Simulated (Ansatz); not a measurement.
# Decaying states in the gap of SrTlBr3

Wanted: the relaxed cell of SrTlBr3, its band edges and its decay constants. It is built by putting Sr for Ca, Tl for Rb in the RbCaBr3 structure of space group Pm-3m, with the volume rescaled by atomic radii. The parent structure comes from the Materials Project.

Method: r2SCAN DFT, plane waves, PAW files, in the first sound run; inputs show where later runs differ, in Ansatz 0.2.0.

The structure was built from a prototype and need not be the compound's stable phase.

**1. Starting point**

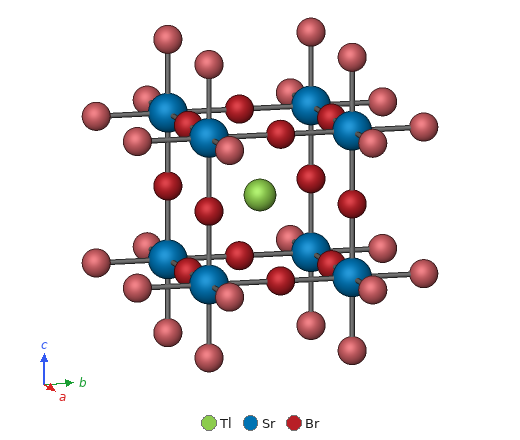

The cell as given, slightly off an axis (thallium green, strontium blue, bromine red). Some periodic images of atoms are drawn too.

Structure file:

```cif
data_structure
_symmetry_space_group_name_H-M 'Pm-3m'
_symmetry_Int_Tables_number 221
_cell_length_a 5.4549
_cell_length_b 5.4549
_cell_length_c 5.4549
_cell_angle_alpha 90.000
_cell_angle_beta 90.000
_cell_angle_gamma 90.000
_cell_volume 162.31
loop_
_atom_site_label
_atom_site_type_symbol
_atom_site_symmetry_multiplicity
_atom_site_Wyckoff_symbol
_atom_site_fract_x
_atom_site_fract_y
_atom_site_fract_z
_atom_site_occupancy
Tl1 Tl 1 b 0.50000 0.50000 0.50000 1
Sr1 Sr 1 a 0.00000 0.00000 0.00000 1
Br1 Br 3 d 0.50000 0.00000 0.00000 1
```

**2. Relaxing the new crystal**

The substituted atoms don't fit the parent's cell, so cell and atoms relax together. A small smearing keeps the run stable in case the gap closes on the way.

The input, input.yaml:

```yaml
crystal:
  lattice:
    - [5.4548854077, 0.0, 0.0]
    - [0.0, 5.4548854077, 0.0]
    - [0.0, 0.0, 5.4548854077]
  atoms:
    - { symbol: Tl, position: [0.5, 0.5, 0.5] }
    - { symbol: Sr, position: [0.0, 0.0, 0.0] }
    - { symbol: Br, position: [0.5, 0.0, 0.0] }
    - { symbol: Br, position: [0.0, 0.5, 0.0] }
    - { symbol: Br, position: [0.0, 0.0, 0.5] }
kpoints:
  mp_grid: { grid: [4, 4, 4] }
scf:
  occupations: { method: gaussian, width: 0.03 }
hamiltonian:
  xc: r2scan
output:
  forces: true
  stress: true
relax:
  f_tol: 0.02
  max_steps: 60
  cell: {}
```

The run is started by

```console
$ ansatz run input.yaml --threads 2 --pin off --max-ram 4096MiB --backend cpu --events-out ev --progress --plain --runs-dir out
```

Numbers of over 12 decimals in the logs are rounded to 6 here.

The log of the run:

```text
Engine: ansatz 0.2.0, aarch64-unknown-linux-gnu
Pseudopotentials: kind: paw
Pseudopotential: Tl, paw, valence charge 13, recommended cutoff 500 eV (meta_gga), Tl.paw.azcp
Pseudopotential: Sr, paw, valence charge 10, recommended cutoff 500 eV (meta_gga), Sr.paw.azcp
Pseudopotential: Br, paw, valence charge 7, recommended cutoff 500 eV (meta_gga), Br.paw.azcp
Functional definition: r2SCAN
  parameter k0 = 0.174
  parameter k1 = 0.065
  parameter a1 = 4.9479
  exchange = r2scan_x(k0 = k0, k1 = k1, a1 = a1)
  correlation = r2scan_c
Crystal: 5 atoms, lattice volume = 162.314 Å³
Basis set: ecut = 500 eV, 4067 PW (Γ), exchange–correlation on 160×160×160 points (64 copies of the dense FFT grid, shifted against one another)
Bands: 27, of which v1, the nominal top of the filled ones, is band 22 counted from 1 (21 counted from 0)
Symmetry: 48 space group operations
Space group: Pm-3m (ITA 221), of the structure as read, at distance tolerance 5.5e-5 Å
k-points: 10 of 64
Non-local potential: Tl, projectors of the file, l = 0: 2, l = 1: 2, l = 2: 2, l = 3: 1
Non-local potential: Sr, projectors of the file, l = 0: 3, l = 1: 2, l = 2: 2
Non-local potential: Br, projectors of the file, l = 0: 2, l = 1: 2, l = 2: 2
PAW form: soft (Blöchl's): semilocal exchange-correlation on the pseudo side does not see the compensation charge
PAW frozen core: Tl, regenerated for the run's functional (the file was generated under x = pbe(κ = 0.804, μ = 0.219515), c = pbe(β = 0.066725))
PAW frozen core: Sr, regenerated for the run's functional (the file was generated under x = pbe(κ = 0.804, μ = 0.219515), c = pbe(β = 0.066725))
PAW frozen core: Br, regenerated for the run's functional (the file was generated under x = pbe(κ = 0.804, μ = 0.219515), c = pbe(β = 0.066725))
PAW one-centre angular grid: Tl, 590 points (default); XC on 160 Gauss nodes
PAW one-centre angular grid: Sr, 302 points (default); XC on 160 Gauss nodes
PAW one-centre angular grid: Br, 302 points (default); XC on 160 Gauss nodes
Initial density: superposition of atomic densities (neutral atoms: chi_scale 0, normalization atom), corrected by the library's trained network
Initial wavefunctions: pseudopotential atomic-orbital guess
Functional: x = r2scan, c = r2scan; τ floored in thin density (d = 2e-4 eV/Å³)
SCF iter   1: F=—  HF=-23399.907350 eV  |F-HF|=—  |Δ(HF+E_count)|=         —  Δρ=4.34e-3  dr2=3.13e-2  dr2_τ=3.24e-2  ethr=1.77e-3  ⟨swp⟩=9.6  Hψ=1658  notcnv=0
preconditioner: auto → Resta (q_TF=auto, 2.195 Å⁻¹)  ε∞=3.1  [insulator: Δε(μ)=3.848 eV  Ē_g=13.004 eV  σ=0.030 eV  W_gap=1.00  n_scr=26 (ndim 8)  ℏωp=18.9 eV  f_vac=0.018  D(μ)=0.00/eV (n_scr^D=0)  ε∞_Penn≈3.1]
SCF iter   2: F=—  HF=-23399.981646 eV  |F-HF|=—  |Δ(HF+E_count)|=   7.43e-2  Δρ=1.85e-3  dr2=6.20e-3  dr2_τ=5.15e-4  ethr=7.11e-5  ⟨swp⟩=3.0  Hψ=626  notcnv=0  defer=9
SCF iter   3: F=—  HF=-23399.981006 eV  |F-HF|=—  |Δ(HF+E_count)|=   6.40e-4  Δρ=4.09e-4  dr2=3.57e-4  dr2_τ=2.71e-5  ethr=1.41e-5  ⟨swp⟩=2.2  Hψ=435  notcnv=0  defer=9
SCF iter   4: F=—  HF=-23399.981050 eV  |F-HF|=—  |Δ(HF+E_count)|=   4.35e-5  Δρ=9.63e-5  dr2=1.75e-5  dr2_τ=8.86e-7  ethr=8.11e-7  ⟨swp⟩=2.4  Hψ=439  notcnv=0  defer=9
SCF iter   5: F=—  HF=-23399.981060 eV  |F-HF|=—  |Δ(HF+E_count)|=   1.01e-5  Δρ=1.64e-5  dr2=3.50e-7  dr2_τ=1.05e-7  ethr=3.97e-8  ⟨swp⟩=2.0  Hψ=441  notcnv=0  defer=9
SCF iter   6: F=-23399.981060 eV  HF=-23399.981060 eV  |F-HF|=9.58e-9  |Δ(HF+E_count)|=   1.82e-7  Δρ=4.11e-6  dr2=3.42e-8  dr2_τ=3.82e-9  ethr=2.27e-10  ⟨swp⟩=5.0  Hψ=1176  notcnv=0
SCF 1 converged in 6 iterations: F = -23399.981060 eV  dr2 = 3.42e-8
  greatest PAW one-centre occupation: 0.989 electrons in one spin orbital (limit 2), on the Sr atom at site 1 (counted from 0), in its partial waves of l = 0
relax step   1: F+E_penalty+E_count = -23399.98105989 eV  Δ(F+E_penalty+E_count) = +0.000e0 eV  max|allowed force component| = 5.580e-29 eV/Å  Δτ_max = 0.0000 Å  P = +8.232 GPa  Ω = 162.314 Å³  (6 SCF iters, dr2 threshold 1.00e-7 eV, accepted)
Crystal: 5 atoms, lattice volume = 187.229 Å³
Basis set: ecut = 500 eV, 4729 PW (Γ), exchange–correlation on 160×160×160 points (64 copies of the dense FFT grid, shifted against one another)
Initial density: handed on by an earlier stage of this run
Initial wavefunctions: those handed on with the density
iter 1 solved again at ethr=2.99e-4 eV; its pass at ethr=3.10e-3 eV (dr2=1.31e-1 eV) is discarded
SCF iter   1: F=—  HF=-23399.921019 eV  |F-HF|=—  |Δ(HF+E_count)|=         —  Δρ=5.21e-3  dr2=1.34e-1  dr2_τ=3.41e-1  ethr=2.99e-4  ⟨swp⟩=1.5  Hψ=1694  notcnv=0
automatic band count: iteration 1 solves 26 bands in place of 27: the levels show a gap, and the empty bands left out lie too high to hold charge; the band table lists the bands solved (type scf.n_extra_bands for more)
preconditioner: auto → Resta (q_TF=auto, 2.143 Å⁻¹)  ε∞=3.1  [insulator: Δε(μ)=3.671 eV  Ē_g=12.130 eV  σ=0.030 eV  W_gap=1.00  n_scr=26 (ndim 8)  ℏωp=17.6 eV  f_vac=0.045  D(μ)=0.00/eV (n_scr^D=0)  ε∞_Penn≈3.1]
SCF iter   2: F=—  HF=-23400.766586 eV  |F-HF|=—  |Δ(HF+E_count)|=   8.46e-1  Δρ=2.81e-3  dr2=4.78e-2  dr2_τ=4.78e-4  ethr=2.99e-4  ⟨swp⟩=3.8  Hψ=568  notcnv=0
SCF iter   3: F=—  HF=-23400.746600 eV  |F-HF|=—  |Δ(HF+E_count)|=   2.00e-2  Δρ=1.43e-3  dr2=3.34e-3  dr2_τ=9.05e-4  ethr=1.09e-4  ⟨swp⟩=3.4  Hψ=628  notcnv=0
SCF iter   4: F=—  HF=-23400.746723 eV  |F-HF|=—  |Δ(HF+E_count)|=   1.22e-4  Δρ=6.04e-4  dr2=5.36e-4  dr2_τ=3.51e-5  ethr=7.59e-6  ⟨swp⟩=2.3  Hψ=430  notcnv=0
SCF iter   5: F=—  HF=-23400.746966 eV  |F-HF|=—  |Δ(HF+E_count)|=   2.43e-4  Δρ=8.66e-5  dr2=1.49e-5  dr2_τ=3.54e-6  ethr=1.22e-6  ⟨swp⟩=2.0  Hψ=405  notcnv=0
SCF iter   6: F=—  HF=-23400.746980 eV  |F-HF|=—  |Δ(HF+E_count)|=   1.43e-5  Δρ=2.58e-5  dr2=1.44e-6  dr2_τ=1.05e-7  ethr=3.39e-8  ⟨swp⟩=2.0  Hψ=410  notcnv=0
SCF iter   7: F=-23400.746981 eV  HF=-23400.746981 eV  |F-HF|=1.38e-8  |Δ(HF+E_count)|=   9.71e-7  Δρ=4.92e-6  dr2=7.49e-8  dr2_τ=2.38e-9  ethr=1.14e-9  ⟨swp⟩=4.9  Hψ=1012  notcnv=0
SCF 2 converged in 7 iterations: F = -23400.746981 eV  dr2 = 7.49e-8
relax step   2: F+E_penalty+E_count = -23400.74698144 eV  Δ(F+E_penalty+E_count) = -7.659e-1 eV  max|allowed force component| = 3.334e-29 eV/Å  Δτ_max = 0.0000 Å  P = +2.352 GPa  Ω = 187.229 Å³  energy of the carried Pulay correction = -2.799e-3 eV  (7 SCF iters, dr2 threshold 5.00e-7 eV, accepted)
Crystal: 5 atoms, lattice volume = 199.453 Å³
Basis set: ecut = 500 eV, 5041 PW (Γ), exchange–correlation on 160×160×160 points (64 copies of the dense FFT grid, shifted against one another)
iter 1 solved again at ethr=5.41e-5 eV; its pass at ethr=3.10e-3 eV (dr2=2.38e-2 eV) is discarded
SCF iter   1: F=—  HF=-23400.678169 eV  |F-HF|=—  |Δ(HF+E_count)|=         —  Δρ=2.07e-3  dr2=2.37e-2  dr2_τ=6.23e-2  ethr=5.41e-5  ⟨swp⟩=2.0  Hψ=1655  notcnv=0
automatic band count: iteration 1 solves 26 bands in place of 27: the levels show a gap, and the empty bands left out lie too high to hold charge; the band table lists the bands solved (type scf.n_extra_bands for more)
preconditioner: auto → Resta (q_TF=auto, 2.121 Å⁻¹)  ε∞=3.0  [insulator: Δε(μ)=3.648 eV  Ē_g=12.131 eV  σ=0.030 eV  W_gap=1.00  n_scr=26 (ndim 8)  ℏωp=17.0 eV  f_vac=0.049  D(μ)=0.00/eV (n_scr^D=0)  ε∞_Penn≈3.0]
SCF iter   2: F=—  HF=-23400.861036 eV  |F-HF|=—  |Δ(HF+E_count)|=   1.83e-1  Δρ=1.09e-3  dr2=8.13e-3  dr2_τ=5.11e-5  ethr=5.40e-5  ⟨swp⟩=3.7  Hψ=567  notcnv=0
SCF iter   3: F=—  HF=-23400.857546 eV  |F-HF|=—  |Δ(HF+E_count)|=   3.49e-3  Δρ=5.26e-4  dr2=4.54e-4  dr2_τ=9.90e-5  ethr=1.85e-5  ⟨swp⟩=3.0  Hψ=600  notcnv=0
SCF iter   4: F=—  HF=-23400.857681 eV  |F-HF|=—  |Δ(HF+E_count)|=   1.35e-4  Δρ=2.08e-4  dr2=7.83e-5  dr2_τ=4.91e-6  ethr=1.03e-6  ⟨swp⟩=2.8  Hψ=496  notcnv=0
SCF iter   5: F=—  HF=-23400.857721 eV  |F-HF|=—  |Δ(HF+E_count)|=   4.05e-5  Δρ=4.06e-5  dr2=3.29e-6  dr2_τ=5.90e-7  ethr=1.78e-7  ⟨swp⟩=2.1  Hψ=415  notcnv=0
SCF iter   6: F=-23400.857723 eV  HF=-23400.857723 eV  |F-HF|=1.69e-7  |Δ(HF+E_count)|=   1.99e-6  Δρ=8.54e-6  dr2=1.89e-7  dr2_τ=1.85e-8  ethr=1.14e-9  ⟨swp⟩=5.1  Hψ=1057  notcnv=0
SCF 3 converged in 6 iterations: F = -23400.857723 eV  dr2 = 1.89e-7
  greatest PAW one-centre occupation: 0.988 electrons in one spin orbital (limit 2), on the Sr atom at site 1 (counted from 0), in its partial waves of l = 0
relax step   3: F+E_penalty+E_count = -23400.85772329 eV  Δ(F+E_penalty+E_count) = -1.107e-1 eV  max|allowed force component| = 5.522e-30 eV/Å  Δτ_max = 0.0000 Å  P = +0.678 GPa  Ω = 199.453 Å³  energy of the carried Pulay correction = -4.032e-3 eV  (6 SCF iters, dr2 threshold 5.00e-7 eV, accepted)
[...]
relax step   4: F+E_penalty+E_count = -23400.87012304 eV  Δ(F+E_penalty+E_count) = -1.240e-2 eV  max|allowed force component| = 4.227e-30 eV/Å  Δτ_max = 0.0000 Å  P = +0.101 GPa  Ω = 204.867 Å³  energy of the carried Pulay correction = -4.552e-3 eV  (6 SCF iters, dr2 threshold 5.00e-7 eV, accepted)
[...]
relax step   5: F+E_penalty+E_count = -23400.87035309 eV  Δ(F+E_penalty+E_count) = -2.301e-4 eV  max|allowed force component| = 7.381e-29 eV/Å  Δτ_max = 0.0000 Å  P = +0.002 GPa  Ω = 205.883 Å³  energy of the carried Pulay correction = -4.648e-3 eV  (6 SCF iters, dr2 threshold 2.55e-8 eV, accepted)
Basis set: ecut = 500 eV, 5185 PW (Γ), exchange–correlation on 180×180×180 points (64 copies of the dense FFT grid, shifted against one another)
Initial wavefunctions: pseudopotential atomic-orbital guess (no wavefunctions were taken with the density)
iter 1 solved again at ethr=1.34e-7 eV; its pass at ethr=3.10e-3 eV (dr2=5.91e-5 eV) is discarded
SCF iter   1: F=—  HF=-23400.875588 eV  |F-HF|=—  |Δ(HF+E_count)|=         —  Δρ=2.03e-4  dr2=1.00e-5  dr2_τ=7.40e-5  ethr=1.34e-7  ⟨swp⟩=4.5  Hψ=2618  notcnv=0
preconditioner: auto → Resta (q_TF=auto, 2.110 Å⁻¹)  ε∞=2.8  [insulator: Δε(μ)=3.616 eV  Ē_g=12.571 eV  σ=0.030 eV  W_gap=1.00  n_scr=26 (ndim 8)  ℏωp=16.8 eV  f_vac=0.054  D(μ)=0.00/eV (n_scr^D=0)  ε∞_Penn≈2.8]
SCF iter   2: F=—  HF=-23400.875661 eV  |F-HF|=—  |Δ(HF+E_count)|=   7.27e-5  Δρ=1.07e-4  dr2=2.64e-6  dr2_τ=5.47e-6  ethr=2.27e-8  ⟨swp⟩=2.1  Hψ=487  notcnv=0
SCF iter   3: F=—  HF=-23400.875633 eV  |F-HF|=—  |Δ(HF+E_count)|=   2.82e-5  Δρ=6.83e-6  dr2=2.87e-8  dr2_τ=1.74e-8  ethr=5.99e-9  ⟨swp⟩=2.0  Hψ=490  notcnv=0
SCF iter   4: F=—  HF=-23400.875633 eV  |F-HF|=—  |Δ(HF+E_count)|=   5.28e-8  Δρ=5.93e-7  dr2=3.95e-10  dr2_τ=3.85e-10  ethr=6.52e-11  ⟨swp⟩=2.0  Hψ=490  notcnv=0
SCF iter   5: F=—  HF=-23400.875633 eV  |F-HF|=—  |Δ(HF+E_count)|=  7.79e-10  Δρ=1.92e-7  dr2=5.10e-11  dr2_τ=1.99e-11  ethr=1.00e-12  ⟨swp⟩=6.0  Hψ=1234  notcnv=0
SCF iter   6: F=-23400.875633 eV  HF=-23400.875633 eV  |F-HF|=3.64e-12  |Δ(HF+E_count)|=  8.37e-11  Δρ=2.58e-8  dr2=3.17e-12  dr2_τ=2.77e-13  ethr=1.00e-12  ⟨swp⟩=4.9  Hψ=1003  notcnv=0
SCF 6 converged in 6 iterations: F = -23400.875633 eV  dr2 = 3.17e-12
relax step   6: F+E_penalty+E_count = -23400.87563271 eV  Δ(F+E_penalty+E_count) = -5.280e-3 eV  max|allowed force component| = 6.837e-29 eV/Å  Δτ_max = 0.0000 Å  P = +0.003 GPa  Ω = 205.883 Å³  stress off target by 3.12e-3 GPa  SCF on the basis re-selected at this cell (its energy is not comparable with the rows above)  (6 SCF iters)
basis re-selected at this cell: Δ(F+E_penalty+E_count) = -5.280e-3 eV, ΔP = +0.001 GPa vs the last step (what re-selecting the basis moved, of the pressure what is left beyond the Pulay correction that the steps carried, after the strain that the cell walked since its last selection, with what the two solves' SCF thresholds leave and, on support functions, any second-order correction that the steps lacked; it is no measure of the basis error at this ecutwfc). The dense FFT grid was sized anew with the basis: this SCF ran on 45×45×45 points, the steps before it on 40×40×40, so part of this shift can come from that change (see relax.cell in the input reference). [rest of the remark cut]
SCF converged after 6 iterations
Free energy (F): -23400.875633 eV
Harris-Foulkes:  -23400.875633 eV  (|F-HF|=3.64e-12)
Internal energy: -23400.875633 eV  (E = F + TS)
E sigma→0 (E₀):  -23400.875633 eV
Fermi energy:    3.055250 eV
--- Per-component energies (eV) ---
  E_band       = -313.403862
  E_kinetic    = 979.933997
  E_local      = -2807.441485  (includes V_loc(G=0)·N_el)
  E_nonlocal   = 729.657591
  E_hartree    = 886.966275
  E_xc         = -1135.915057
  E_vxc        = -680.362576  (∫ρ·V_xc dr)
  E_paw        = -19715.332319  (= ΣΔE_a)
  E_vpaw       = -348.911010  (= ΣTr[D̂ρ^β])
  E_aug_tail   = 0.000017  (compensation charges beyond the density's cutoff)
  E_vtau       = 39.787032  (kinetic-family band-sum trace: ∫τ·v_τ [+ j·A + Jᵃ·Aᵃ] dr)
  E_ewald      = -2339.163794
  E_core_change = 0.419143  (= ΣΔE_core)
  E_smearing   = -0.000000  (= −TS)
  E_closure    = 0.000000  (closes the sum)
  Σ components = -23400.875633   (vs F -23400.875633, Δ=0.00e0)
--- Forces (eV/Å), atoms counted from 1 ---
  atom   1  Tl    -0.00000000    -0.00000000     0.00000000
  atom   2  Sr    -0.00000000     0.00000000    -0.00000000
  atom   3  Br     0.00000000     0.00000000     0.00000000
  atom   4  Br     0.00000000    -0.00000000     0.00000000
  atom   5  Br     0.00000000     0.00000000     0.00000000
  max |Σ_I F_I| component: 7.89e-29 eV/Å
--- Stress (GPa, compression-positive) ---
        0.003117       0.000000      -0.000000
        0.000000       0.003117      -0.000000
       -0.000000      -0.000000       0.003117
  P = ⅓ Tr σ = 0.0031 GPa (0.031 kbar)
--- Relaxed structure (5 steps of the walk, 5 accepted, 1 SCFs on fresh bases) ---
  F+E_penalty+E_count = -23400.87563271 eV   max|allowed force component| = 6.837e-29 eV/Å   (the final SCF, on the basis selected at the relaxed cell)
  cell:  # Å, volume = 205.8830 Å³
    - [5.904822, 0, 0]
    - [0, 5.904822, 0.0]
    - [0, 0.0, 5.904822]
  atoms:
    - { symbol: Tl, position: [0.500000, 0.500000, 0.500000] }
    - { symbol: Sr, position: [0, 0, 0] }
    - { symbol: Br, position: [0.500000, 0, 0] }
    - { symbol: Br, position: [0, 0.500000, 0] }
    - { symbol: Br, position: [0, 0, 0.500000] }
```

The job ended after 19 s (2 threads of Arm Neoverse V2, shared host; peak memory 0.83 GiB; 37 s of CPU time).

The steps of the relaxation:

```
step  energy less that of the first step (eV)  largest force component (eV/Å)  pressure (GPa)  volume (Å³)
   1                                   0.0000                          0.0000            8.23       162.31
   2                                  -0.7659                          0.0000            2.35       187.23
   3                                  -0.8767                          0.0000            0.68       199.45
   4                                  -0.8891                          0.0000            0.10       204.87
   5                                  -0.8893                          0.0000            0.00       205.88
  6*                                  -0.8946                          0.0000            0.00       205.88
```

Relaxation steps marked * repeat the geometry before them on a plane-wave basis chosen anew for their cell, so energy and pressure can jump there.

Forces are held to the 48 operations that the run works with; a distortion that breaks them can't arise in this run.

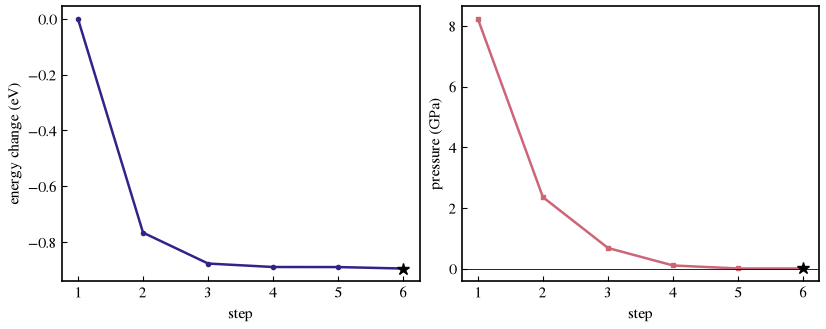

Energy and pressure along the relaxation. Stars mark steps on a basis chosen anew.

```
conventional cell, symmetrised  before  after   change
                         a (Å)   5.455  5.905   +8.2 %
                         b (Å)   5.455  5.905   +8.2 %
                         c (Å)   5.455  5.905   +8.2 %
              volume (Å³/atom)   32.46  41.18  +26.8 %
```

The relaxed structure:

```xyz
5
Lattice="5.9048 0.0000 0.0000 0.0000 5.9048 0.0000 0.0000 0.0000 5.9048" Properties=species:S:1:pos:R:3 pbc="T T T"
Tl    2.9524    2.9524    2.9524
Sr    0.0000    0.0000    0.0000
Br    2.9524    0.0000    0.0000
Br    0.0000    2.9524    0.0000
Br    0.0000    0.0000    2.9524
```

Numbers from this step:

* free energy: -23400.8756 eV
* Fermi energy: 3.055 eV
* pressure: 0.003117 GPa

The largest force component on a free atom ends at 6.8e-29 eV/Å.

**3. Band edges**

The energy window and the wavevectors of the next steps follow from the band edges, so these are searched first, off the mesh as well.

The input, input.yaml:

```yaml
crystal:
  lattice:
    - [5.9048224984, 0.0, 0.0]
    - [0.0, 5.9048224984, 0.0]
    - [0.0, 0.0, 5.9048224984]
  atoms:
    - { symbol: Tl, position: [0.5, 0.5, 0.5] }
    - { symbol: Sr, position: [0.0, 0.0, 0.0] }
    - { symbol: Br, position: [0.5, 0.0, 0.0] }
    - { symbol: Br, position: [0.0, 0.5, 0.0] }
    - { symbol: Br, position: [0.0, 0.0, 0.5] }
kpoints:
  mp_grid: { grid: [4, 4, 4] }
  band_path: { path: [VBM, CBM], npoints: 30 }
scf:
  occupations: { method: fixed }
hamiltonian:
  xc: r2scan
output:
  eigenvalues: true
  write_potential: true
  write_density: true
  volumetric_format: npy
```

The log of the run:

```text
[...]
Crystal: 5 atoms, lattice volume = 205.883 Å³
Basis set: ecut = 500 eV, 5185 PW (Γ), exchange–correlation on 180×180×180 points (64 copies of the dense FFT grid, shifted against one another)
Bands: 27, of which v1, the nominal top of the filled ones, is band 22 counted from 1 (21 counted from 0)
Symmetry: 48 space group operations
[...]
k-points: 10 of 64
[...]
SCF iter   1: F=—  HF=-23400.834358 eV  |F-HF|=—  |Δ(HF+E_count)|=         —  Δρ=3.56e-3  dr2=3.10e-2  dr2_τ=1.59e-2  ethr=1.77e-3  ⟨swp⟩=4.9  Hψ=1281  notcnv=0  defer=22
[...]
SCF iter   6: F=-23400.875633 eV  HF=-23400.875633 eV  |F-HF|=2.32e-8  |Δ(HF+E_count)|=   6.00e-7  Δρ=3.36e-6  dr2=2.05e-8  dr2_τ=1.86e-9  ethr=2.27e-10  ⟨swp⟩=12.9  Hψ=1490  notcnv=0
SCF 1 converged in 6 iterations: F = -23400.875633 eV  dr2 = 2.05e-8
[...]
NSCF: frozen V_eff on 20 k-points
[...]
SCF converged after 6 iterations
Free energy (F): -23400.875633 eV
[...]
Internal energy: -23400.875633 eV  (E = F + TS)
E sigma→0 (E₀):  -23400.875633 eV
Fermi energy:    1.247082 eV
[...]
--- Band table (eV; the first three rows and the last of 10) ---
  k-point 0: bands = [... 18 lower, 0.7646, 0.9572, 0.9572, 0.9572, 6.2714, 6.2714, 6.2714, 7.1541, ... 1 higher]
  k-point 1: bands = [... 18 lower, 0.6960, 0.7182, 0.9218, 0.9218, 5.4129, 6.0418, 6.0418, 7.2107, ... 1 higher]
  k-point 2: bands = [... 18 lower, 0.6571, 0.6733, 0.9225, 0.9225, 4.8633, 5.8662, 5.8662, 7.2717, ... 1 higher]
  k-point 9: bands = [... 18 lower, -0.1172, 1.2471, 1.2471, 1.2471, 6.1289, 6.1289, 6.1289, 8.8963, ... 1 higher]
```

Elapsed: 16 s, on 2 threads; peak memory 0.73 GiB.

Numbers from this step:

```
Fermi energy        : 1.247 eV
gap on the k-mesh   : 3.616 eV
gap on path         : 3.616 eV, by band count; negative where bands overlap
direct gap on path  : 3.941 eV
edge places on path : 0, 0.7524 1/A along the path
```

Electronic bands along the path, in eV, zero at the Fermi level (highest filled level under fixed occupations); v1 is the highest filled band, c1 the lowest empty one:

```
point     v4     v3     v2     v1    c1    c2    c3    c4
  VBM  -1.36   0.00   0.00   0.00  4.88  4.88  4.88  7.65
  CBM  -0.59  -0.57  -0.32  -0.32  3.62  4.62  4.62  6.02
```

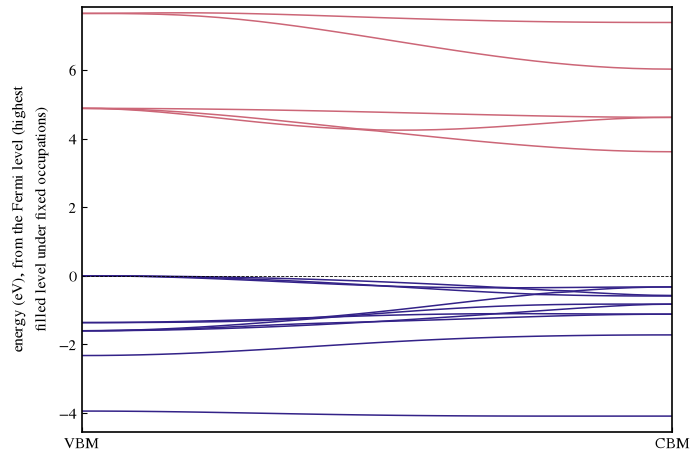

Electronic bands along the path; lines of filled and empty bands in two colours.

The searched edges give 3.62 eV, as on the mesh.

(Continued in part 2 of 3.)

[Logs are printed without paths, hosts, clocks, repeated set-up lines and the standing remarks that a program may print on its own settings, such as how far it seeks lower states.]

[Hosts, paths, dates, database ids (printed as entryN), source tags and the programs' standing remarks are cut or masked in the printed files.]
